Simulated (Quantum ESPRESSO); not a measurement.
# Voltage at the next charge: Cu(111), 5 layers against an electrode

Method. Quantum ESPRESSO 7.5, PBE, GBRV ultrasoft; ESM with bc3, a metal electrode 5.00 Å above the top atoms; cell area 5.643 Å²; ions fixed. V is the potential energy of an electron at the electrode over the slab's Fermi level, divided by e, so that it equals the work function at zero charge; positive charge removes electrons.

| charge (e a cell) | V (V) |
| --- | --- |
| 0 | 4.776 |
| 0.0085 | 5.716 |
| 0.0169 | 6.659 |

**Question.** What is V at a charge of 0.0339 e, and what capacitance do the rows imply?

**Fit.** The last two rows give dV/dq = (6.659 − 5.716)/(0.0169 − 0.0085) = 112.3 V/e, so C = 1602/(5.643 × 112.3) = 2.53 µF/cm², an effective gap of 8.854/2.53 = 3.50 Å. At constant C, V = 6.659 + 112.3 × 0.017 = 8.57 V.

**The withheld run.** V = 8.600 V; the estimate misses by −0.03 V, 1.7 % of the step. Over the three intervals C goes 2.57, 2.53 and 2.49 µF/cm²: it falls as electrons leave, the surface charge drawing back towards the atoms.

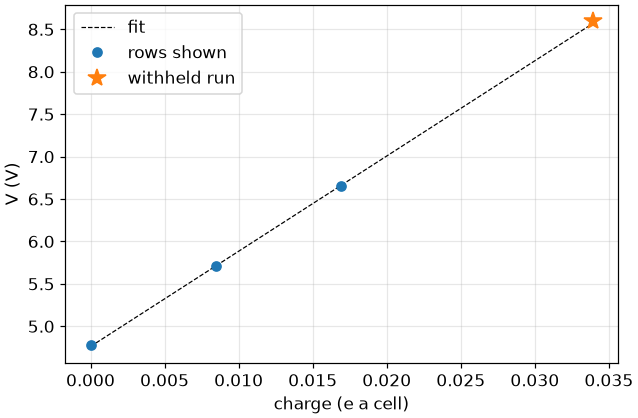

The rows shown, the fit and the withheld run.

Caveats: Vacuum fills the gap; a dielectric or electrolyte would change C. The slab is thin.
